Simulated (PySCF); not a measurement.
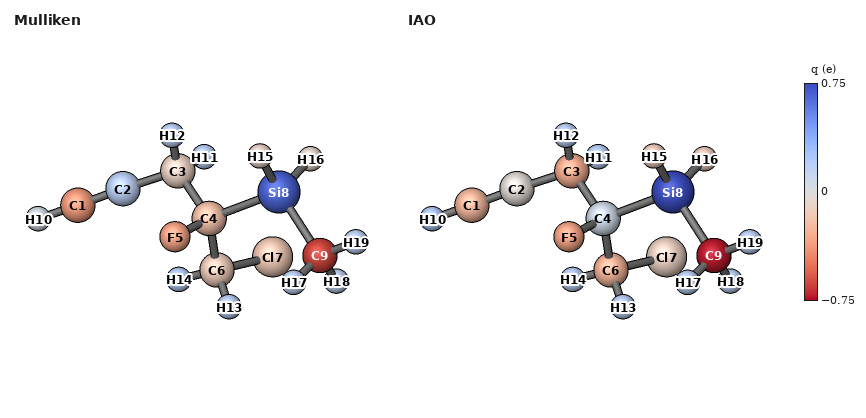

Atomic charges of one calculation by 2 schemes, on one colour scale. Computed geometry: GFN2-xTB optimisation. No frequency run is at hand to confirm it as a minimum. Level of theory: PBE0/pcSseg-1 (PySCF 2.14.0).

Question. On which atom do the schemes disagree most?

Answer. On C4 (from −0.20 to 0.06 e).

List the charges (e), one line for each set of equivalent atoms.

| atom | Mulliken | IAO |
| --- | --- | --- |
| C1 | −0.36 | −0.25 |
| C2 | 0.17 | −0.03 |
| C3 | −0.09 | −0.29 |
| C4 | −0.20 | 0.06 |
| F5 | −0.33 | −0.33 |
| C6 | −0.13 | −0.25 |
| Cl7 | −0.15 | −0.09 |
| Si8 | 0.67 | 0.74 |
| C9 | −0.64 | −0.72 |
| H10 | 0.04 | 0.20 |
| H11 | 0.17 | 0.18 |
| H12 | 0.17 | 0.17 |
| H13 | 0.18 | 0.17 |
| H14 | 0.19 | 0.17 |
| H15 | −0.07 | −0.12 |
| H16 | −0.06 | −0.12 |
| H17 | 0.15 | 0.16 |
| H18 | 0.15 | 0.16 |
| H19 | 0.15 | 0.16 |

The geometry is semi-empirical. Around Si such bond lengths and angles can be off by a tenth of an ångström or more and by several degrees, and values that hang on the shape move with them.
